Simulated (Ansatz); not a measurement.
# NH (imidogen): U-r2SCAN/aug-cc-pVTZ

Aim: the vertical electron affinity of NH (imidogen) at U-r2SCAN/aug-cc-pVTZ, from 2 runs. 

Program for the calculation: Ansatz 0.2.0.

44 further runs of the same task are left out: 44 set aside as unsound or not needed.

## 1. The structure to begin with

NH: 2 atoms, total charge 0, spin state triplet. As SMILES, `[NH]`. Geometry: the measured bond length.

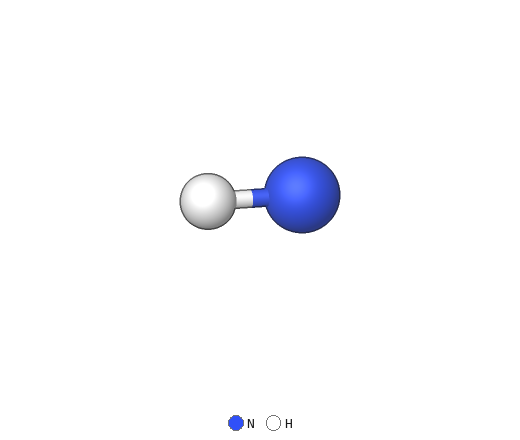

Viewed from a chosen angle; nitrogen blue, hydrogen white.

## 2. The energy at U-r2SCAN/aug-cc-pVTZ

Contents of in.yaml:

```yaml
crystal:
  periodic: [false, false, false]
  atoms:
    - {symbol: "N", position_ang: [0.000000, 0.000000, 0.000000]}
    - {symbol: H, position_ang: [0.000000, 0.000000, 1.036210]}
basis:
  gaussian:
    orbitals: aug-cc-pVTZ
magnetization:
  spin_polarized: true
  initial_magnetization: 2
hamiltonian:
  xc: r2scan
accuracy: high
output:
  orbitals: {seedname: orbitals}
```

The run is started by

```bash
$ ansatz run in.yaml --threads 1 --pin off --max-ram 3480MiB --events-out events.jsonl --progress --plain --runs-dir runs
```

The log of the run:

```text
Warning: RAYON_NUM_THREADS=1 ignored (pool sized by the plan → 1); use --threads N
Functional definition: r2SCAN
  name "r2SCAN"
  parameter k0 = 0.174
  parameter k1 = 0.065
  parameter a1 = 4.9479
  exchange = r2scan_x(k0 = k0, k1 = k1, a1 = a1)
  correlation = r2scan_c
897 factors; integrals over basis functions are off by at most 3.1e-9 eV
mean field evaluation 1: about -1501.3221 eV, gradient 1.7e1 eV
mean field evaluation 2: about -1501.1163 eV, gradient 1.7e1 eV
mean field evaluation 4: about -1502.4539 eV, gradient 2.6e-1 eV
mean field evaluation 8: about -1502.4528 eV, gradient 6.7e-3 eV
mean field evaluation 16: about -1502.4528 eV, gradient 1.3e-7 eV
mean field -1502.45275236 eV, -55.2141202503 hartree, gradient 1.5e-8 eV, S^2 2.009102; 0 other end points of the search recorded, 0 dependent functions left out
reference -1502.45275679 eV, -55.2141204129 hartree; 5, 3 occupied and 64, 66 virtual orbitals, 897 factors
Total energy: -1502.45275679 eV, -55.2141204129 hartree
```

It took 3 s on 1 thread of Arm Neoverse V1, shared host; peak memory 0.16 GiB.

## 3. The doublet anion, same level

Contents of run.yaml:

```yaml
crystal:
  periodic: [false, false, false]
  atoms:
    - {symbol: "N", position_ang: [0.000000, 0.000000, 0.000000]}
    - {symbol: H, position_ang: [0.000000, 0.000000, 1.036210]}
basis:
  gaussian:
    orbitals: aug-cc-pVTZ
total_charge: -1
magnetization:
  spin_polarized: true
  initial_magnetization: 1
hamiltonian:
  xc: r2scan
accuracy: high
output: {orbitals: {seedname: orbitals}}
```

The run is started by

```bash
$ ansatz run run.yaml --threads 1 --pin off --max-ram 3480MiB --events-out events.jsonl --progress --plain --runs-dir runs
```

The log of the run:

```text
Warning: RAYON_NUM_THREADS=1 ignored (pool sized by the plan → 1); use --threads N
Functional definition: r2SCAN
  name "r2SCAN"
  parameter k0 = 0.174
  parameter k1 = 0.065
  parameter a1 = 4.9479
  exchange = r2scan_x(k0 = k0, k1 = k1, a1 = a1)
  correlation = r2scan_c
897 factors; integrals over basis functions are off by at most 3.1e-9 eV
mean field evaluation 1: about -1495.5615 eV, gradient 3.2e1 eV
mean field evaluation 2: about -1483.7220 eV, gradient 6.7e1 eV
mean field evaluation 4: about -1502.6000 eV, gradient 4.6e0 eV
mean field evaluation 8: about -1502.7591 eV, gradient 1.2e-1 eV
mean field evaluation 16: about -1502.7593 eV, gradient 3.2e-5 eV
mean field evaluation 32: about -1501.7859 eV, gradient 1.1e-1 eV
mean field evaluation 64: about -1501.7861 eV, gradient 7.0e-4 eV
mean field evaluation 96: about -1502.3760 eV, gradient 8.0e0 eV
mean field -1502.75926676 eV, -55.2253844466 hartree, gradient 2.5e-8 eV, S^2 0.763169; 9 other end points of the search recorded, 0 dependent functions left out
reference -1502.75927427 eV, -55.2253847225 hartree; 5, 4 occupied and 64, 65 virtual orbitals, 897 factors
Total energy: -1502.75927427 eV, -55.2253847225 hartree
```

Run time: 16 s. Hardware: 1 thread of Arm Neoverse V1, shared host; peak memory 0.17 GiB.

## 4. Results

Level: U-r2SCAN/aug-cc-pVTZ.

| quantity | value |
| --- | --- |
| triplet NH: total energy | -55.21412 Eh |
| triplet NH: HOMO energy (highest over α and β) | -8.52 eV |
| triplet NH: LUMO energy (lowest over α and β) | -3.41 eV |
| triplet NH: ⟨S²⟩ | 2.009 |
| doublet anion: total energy | -55.22538 Eh |
| doublet anion: HOMO energy (highest over α and β) | 2.80 eV |
| doublet anion: LUMO energy (lowest over α and β) | 3.80 eV |
| doublet anion: ⟨S²⟩ | 0.763 |
| vertical electron affinity (to the doublet anion) | 0.307 eV |

In words: At fixed nuclei the extra electron is bound by 0.31 eV (29.6 kJ/mol). The HOMO (doublet anion) lies at positive energy, 2.80 eV, as semi-local functionals often give for anions; only total energies tell whether the electron is bound.
